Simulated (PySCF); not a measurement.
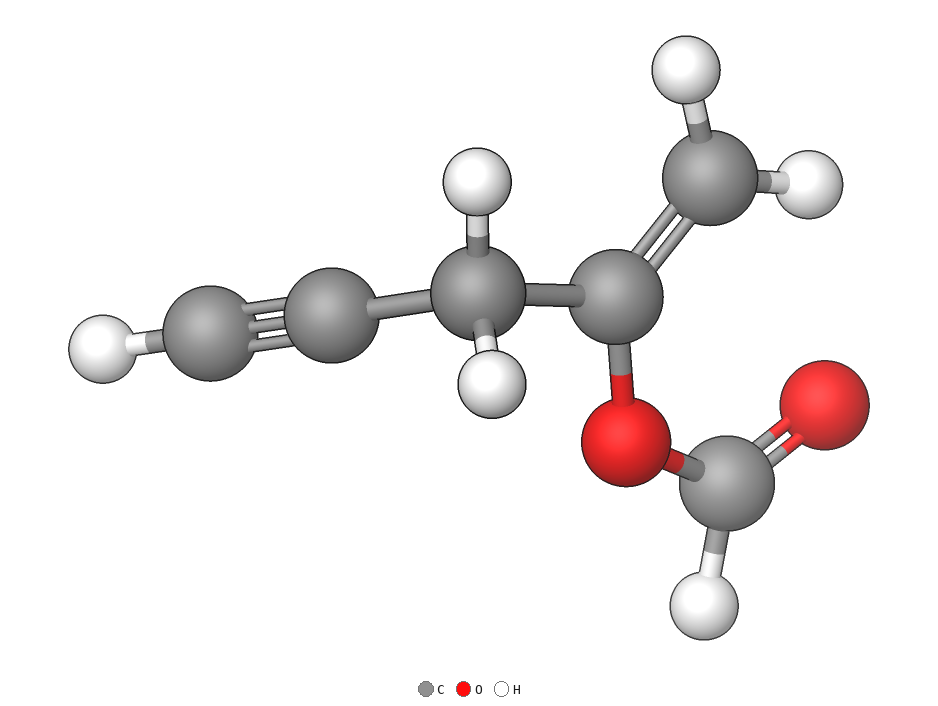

The picture shows a molecular structure as a ball-and-stick model. Multiple sticks mark multiple bonds (one Kekulé form).

The geometry was computed by an optimisation with PBE0-D3(BJ)/def2-SVP. No frequency run is at hand to confirm it as a minimum.

**Give the formula.**

C6H6O2, 14 atoms: 6 carbon, 6 hydrogen and 2 oxygen.

**Which point group does it belong to?**

C1.

**Name functional groups in it.**

Among them: ester, alkene, alkyne.

**How many bonds of each kind are drawn?**

6 C–H, 4 C–C, 3 C–O.

More results for the same structure follow; atom numbers are the same in all pictures, views and colours differ.

Geometry

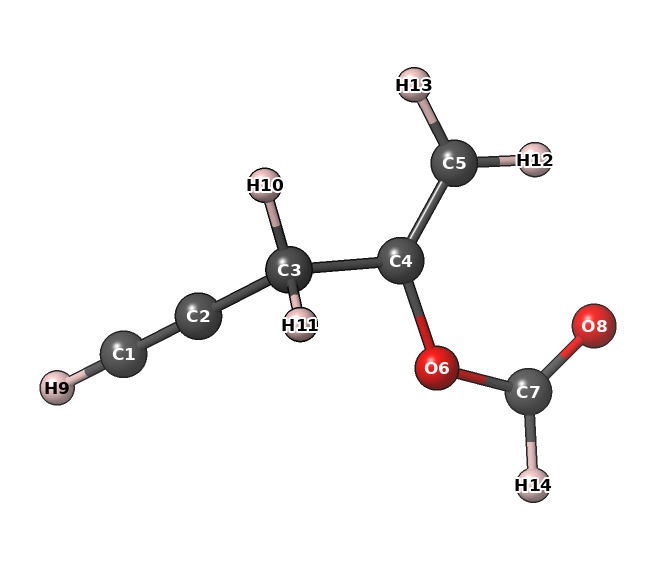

Numbered structure. No frequency run is at hand to confirm it as a minimum.

**Describe the coordination of atom 5.**

C5 has 3 neighbours (C4 at 1.33, H12 at 1.09, H13 at 1.09 Å); the arrangement is trigonal planar.

**How are the neighbours of atom 1 arranged?**

C1 has 2 neighbours (C2 at 1.21, H9 at 1.07 Å); the arrangement is linear.

**How are the neighbours of atom 6 arranged?**

O6 has 2 neighbours (C4 at 1.38, C7 at 1.34 Å); the arrangement is bent.

**What is the geometry at C7?**

C7 has 3 neighbours (O6 at 1.34, O8 at 1.19, H14 at 1.11 Å); the arrangement is trigonal planar.

**Which bond is the longest?**

C3–C4, 1.505 Å.

**What is the dihedral angle C3–C4–O6–C7?**

174° in size, that is anti.

Core levels

No frequency run is at hand to confirm it as a minimum. Method: delta-SCF UKS SCAN, pcX-2 on the ionised atom, pcseg-1 elsewhere, spin-free X2C (PySCF 2.14.0).

Give the core-electron binding energies (to vacuum) of C1 1s, C2 1s, C3 1s, C4 1s, C5 1s, O6 1s, C7 1s, O8 1s.

| atom | level | binding energy (eV) |
| --- | --- | --- |
| C1 | 1s | 290.4 |
| C2 | 1s | 290.9 |
| C3 | 1s | 292.1 |
| C4 | 1s | 292.6 |
| C5 | 1s | 290.3 |
| O6 | 1s | 540.1 |
| C7 | 1s | 294.8 |
| O8 | 1s | 538.3 |

Excitation

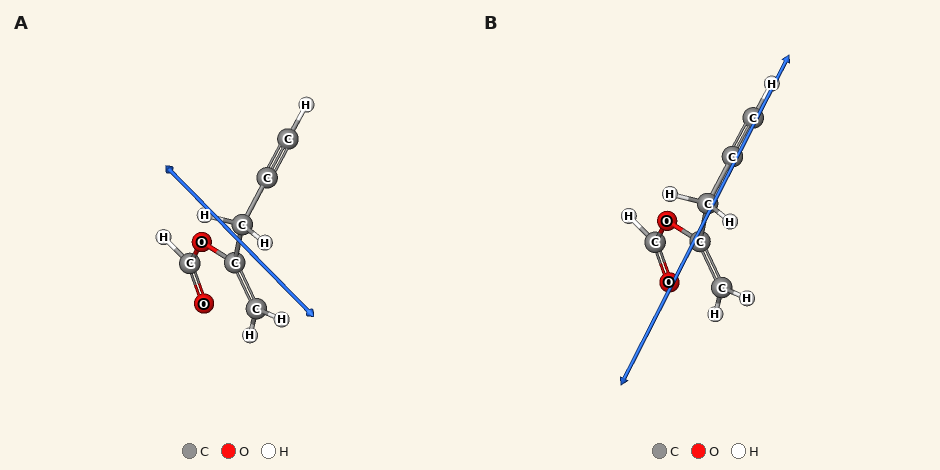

The double arrows show the directions of two transition dipoles from the ground state (lengths mean nothing). No frequency run is at hand to confirm it as a minimum. Level of theory: TDDFT CAM-B3LYP/def2-SVPD, vertical, gas phase, core orbitals frozen in the response (PySCF 2.14.0).

**One belongs to singlet state 2 and one to singlet state 6. Which is which?**

A: state 2, 6.29 eV (197 nm), oscillator strength 0.15, mainly HOMO → LUMO (weight 0.94).
B: state 6, 7.19 eV (173 nm), oscillator strength 0.040, mainly HOMO → LUMO+1 (weight 0.83).

Quadrupole coupling

No frequency run is at hand to confirm it as a minimum. Electric field gradients from the ground-state density, PBE0/pcSseg-1 in acetone (IEF-PCM) (PySCF 2.14.0), non-relativistic apart from any core potentials.

Give the largest field-gradient component, the quadrupole coupling constant and the asymmetry for 17O at O6 (Q = −25.6 mb), 17O at O8 (Q = −25.6 mb).

```json
{"atom": "O6", "V_zz (a.u.)": "1.661", "e²qQ/h (MHz)": "−9.99", "η": "0.08"}
{"atom": "O8", "V_zz (a.u.)": "−1.655", "e²qQ/h (MHz)": "9.96", "η": "0.28"}
```

NMR shielding

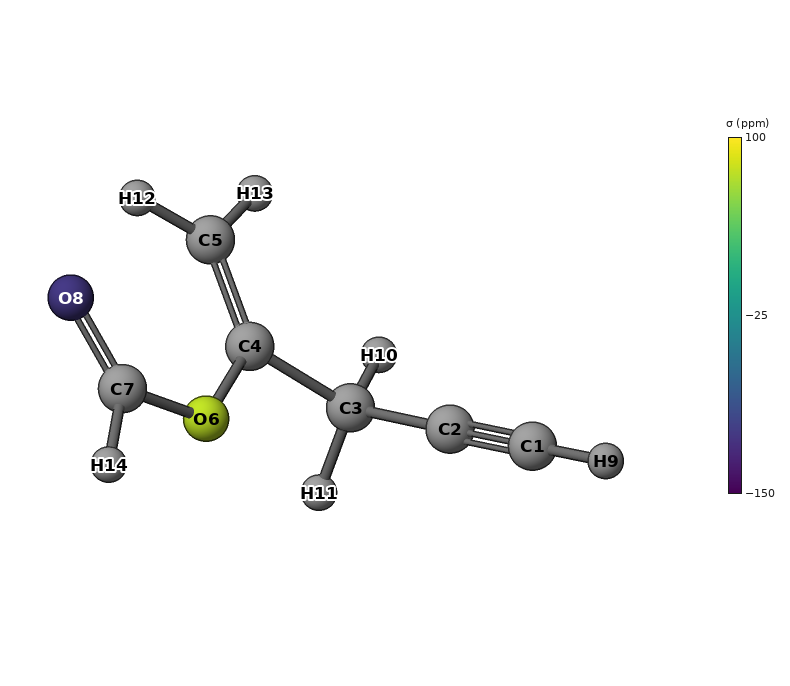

Atoms are coloured by their isotropic NMR shieldings (O only, the others grey). No frequency run is at hand to confirm it as a minimum. Method: GIAO PBE0/pcSseg-1 NMR shielding, non-relativistic, IEF-PCM acetone (PySCF 2.14.0).

Give the isotropic NMR shieldings of the O atoms atom by atom.

```json
{"atom": "O6", "σ (ppm)": "75.0"}
{"atom": "O8", "σ (ppm)": "−108.8"}
```
